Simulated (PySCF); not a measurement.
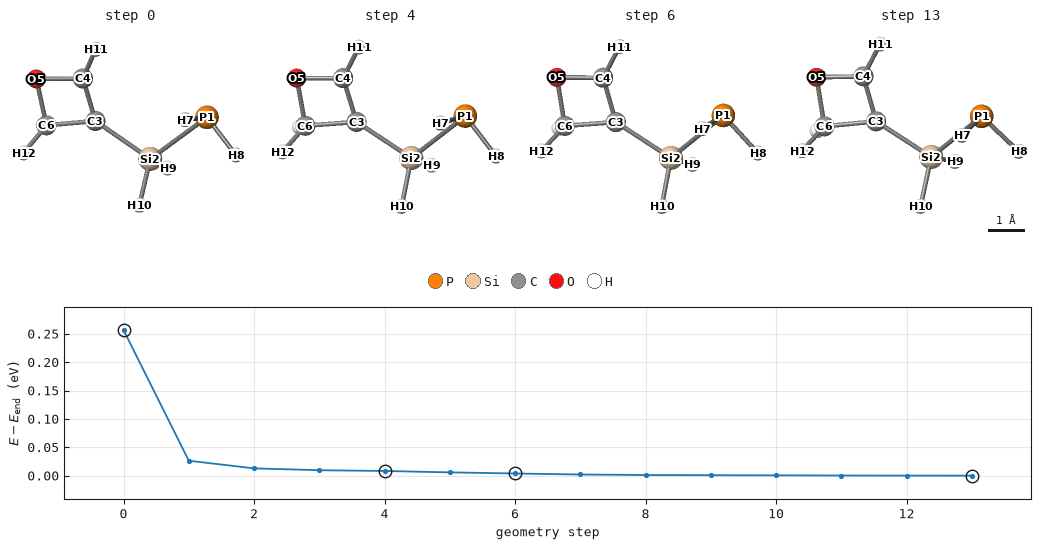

Frames of a relaxation of C₃H₇OPSi, marked on the history of the run. Style: ball-and-stick. Shown at a tilt.

The start comes from GFN2-xTB. Its atoms were then displaced at random by about 0.01 Å.

Method: PBE0-D3(BJ)/def2-SVP geometry optimisation, gas phase (PySCF 2.14.0, density-fitted response routines). 

### What happens along the run?

After 13 geometry steps the energy has fallen by 0.257 eV. An H atom moves most after the best rigid fit: 0.50 Å. By element the largest moves are H 0.50 Å, P 0.30 Å, C 0.22 Å, Si 0.06 Å, O 0.06 Å. Some distances before and after: H–P 1.361 → 1.429 Å, H–Si 1.449 → 1.498 Å, C–O 1.405 → 1.358 Å, C–H 1.048 → 1.094 Å. Bond angles that change, for instance: C–C–H 143.1° → 138.6°, C–C–O 96.0° → 100.3°, C–C–C 88.3° → 84.3°. The run took 98 s on 1 thread of Arm Neoverse V1, with other jobs on the host. From step 0 to 4: an H atom moves most (0.20 Å), energy −0.248 eV. From step 4 to 6: an H atom moves most (0.18 Å), energy −0.004 eV. From step 6 to 13: an H atom moves most (0.19 Å), energy −0.004 eV.

```json
{"step": "0", "E − E(0), eV": "0.0000"}
{"step": "1", "E − E(0), eV": "-0.2303"}
{"step": "2", "E − E(0), eV": "-0.2438"}
{"step": "3", "E − E(0), eV": "-0.2471"}
{"step": "4", "E − E(0), eV": "-0.2484"}
{"step": "5", "E − E(0), eV": "-0.2508"}
{"step": "6", "E − E(0), eV": "-0.2528"}
{"step": "7", "E − E(0), eV": "-0.2546"}
{"step": "8", "E − E(0), eV": "-0.2555"}
{"step": "9", "E − E(0), eV": "-0.2559"}
{"step": "10", "E − E(0), eV": "-0.2561"}
{"step": "11", "E − E(0), eV": "-0.2564"}
{"step": "12", "E − E(0), eV": "-0.2566"}
{"step": "13", "E − E(0), eV": "-0.2567"}
```
